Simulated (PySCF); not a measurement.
C$_{4}$H$_{7}$PS$_{2}$Si, SMILES `P[SiH2]Sc1cccs1`.

Computed with PySCF, B3LYP/6-31G*, geometry: GFN2-xTB. No frequency check shows the geometry to be a minimum. GFN2-xTB bond lengths at metals and heavier atoms can be off by up to 0.1 Å and shapes distorted, which carries into these values.

Input

```python
import numpy as np
from pyscf import gto, scf, dft
from pyscf.prop import nmr
from pyscf.data import nist

def solve(mol, dm0=None, hcore=None):
    mf = (dft.UKS if mol.spin else dft.RKS)(mol, xc='b3lyp')
    mf.grids.level = 3
    mf.conv_tol, mf.max_cycle = 1e-8, 80
    if hcore is not None:
        mf.get_hcore = lambda *args: hcore
    mf.kernel(dm0)
    if not mf.converged:
        mf = mf.newton().run(mf.mo_coeff, mf.mo_occ, max_cycle=30)
    assert mf.converged, 'SCF not converged'
    return mf

mol = gto.M(atom='''
P      2.07805     1.65425     0.44140
Si     2.07987    -0.38364    -0.49560
S      0.55301    -1.70441     0.30797
C     -0.84146    -0.64725     0.24126
C     -1.70919    -0.39282     1.25878
C     -2.75173     0.48180     0.88005
C     -2.66453     0.87743    -0.41380
S     -1.31295     0.17825    -1.21824
H      0.70572     1.72529     0.62443
H      2.27998     1.19586     1.73379
H      3.28567    -1.13378    -0.17944
H      1.83047    -0.25610    -1.92850
H     -1.59573    -0.81513     2.24007
H     -3.52677     0.80516     1.55116
H     -3.30783     1.53970    -0.95770
''', basis='6-31g*', charge=0, spin=0, verbose=4)
mf = solve(mol)
vxc = nmr.rks.get_vxc_giao  # smaller grid blocks
nmr.rks.get_vxc_giao = lambda *a, **k: vxc(*a, **{**k, 'max_memory': 300})
calc = nmr.RKS(mf)
calc.cphf = True
nuclei = calc.kernel()
mo1 = calc.mo10
# ring centres and points 1 angstrom above and below them
points = np.array([
    [-1.8560, 0.0995, 0.1496],
    [-1.2975, 0.8835, 0.4207],
    [-2.4144, -0.6845, -0.1215],
]) / nist.BOHR
mol.atom_coord = lambda i, unit='Bohr': points[i]
idx = range(len(points))
sigma = (calc.dia(shielding_nuc=idx) + calc.para(mo10=mo1, shielding_nuc=idx)[0]) * nist.ALPHA**2 * 1e6
for p, t in zip(points, sigma):
    print('NICS at %8.4f %8.4f %8.4f  %8.2f ppm' % (*(p * nist.BOHR), -t.trace() / 3))
occ = mf.mo_coeff[:, mf.mo_occ > 0]
dm1 = np.array([mf.mo_coeff @ (2 * x) @ occ.T for x in mo1])
np.savez('result.npz', sigma=sigma, nuclei=nuclei, dm0=mf.make_rdm1(), dm1=dm1, e=mf.e_tot, eps=mf.mo_energy, occ=mf.mo_occ)
```

Command:

```sh
OMP_NUM_THREADS=1 python input.py
```

The run took 3.4 min on 1 thread of AMD EPYC (Zen 3), with other jobs on the host, peak memory 1 GiB.

The script gives the values at the ring points; maps and scans were evaluated afterwards from its response orbitals, outside that time.

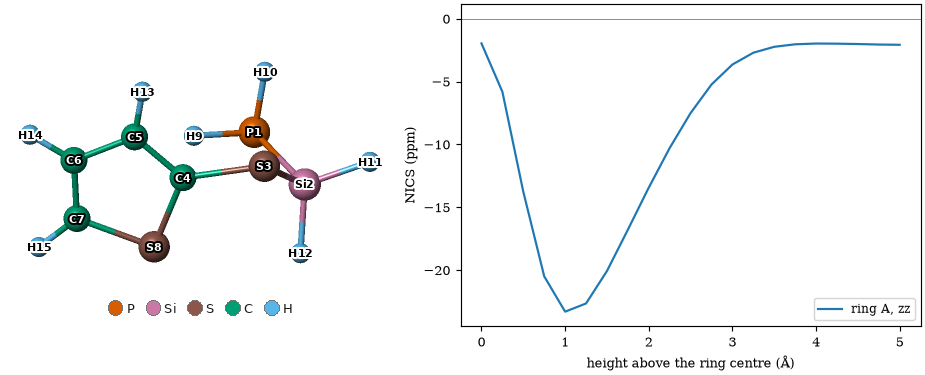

GIAO NICS scans along the ring normals; ring A: 5-membered ring C4/C5/C6/C7/S8.

Q: What does each scan say about the ring current?

A: Ring A is strongly diatropic (aromatic): NICSzz reaches −23.3 ppm at 1.00 Å; NICS(0) = −11.8, NICS(1) = −9.3 and −9.1, NICS(1)zz = −23.3 and −22.8 (two faces) ppm.
